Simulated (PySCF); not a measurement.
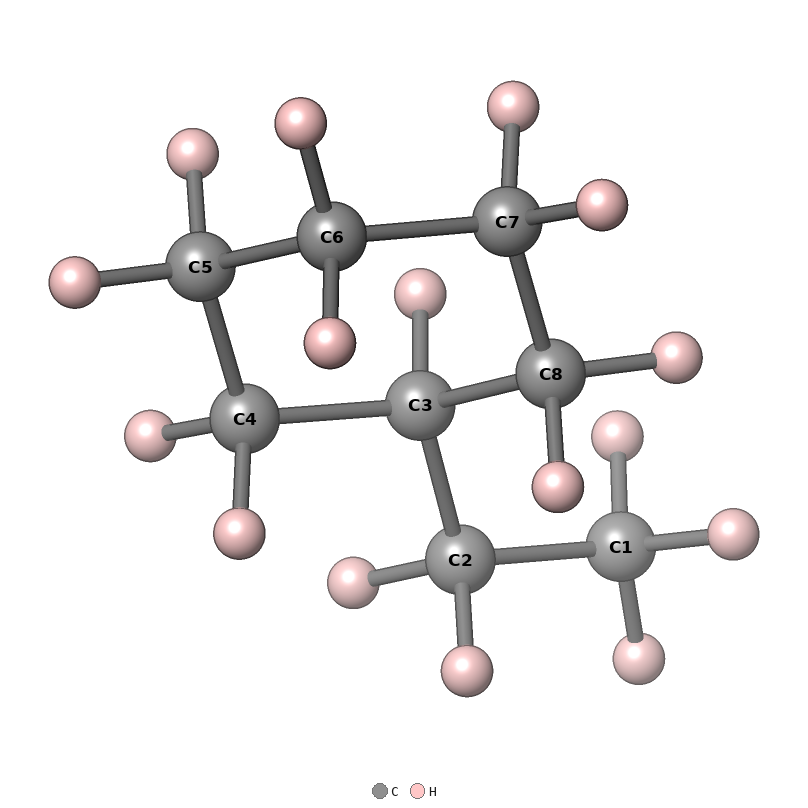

Distant atoms are faded towards the background colour. The geometry was computed by an optimisation with PBE0-D3(BJ)/def2-SVP. No frequency run is at hand to confirm it as a minimum.

> What is the conformation of the ring C3–C4–C5–C6–C7–C8?

It is a chair (Cremer–Pople θ = 0°, folded into 0 to 90°). The Cremer–Pople amplitude Q is 0.56 Å.

> Give the torsion angles round the ring, beginning with the bond from its second to its third atom.

−55°, 55°, −55°, 55°, −54°, 54°.

> Are the substituents other than hydrogen axial or equatorial?

C2 on C3 is equatorial.
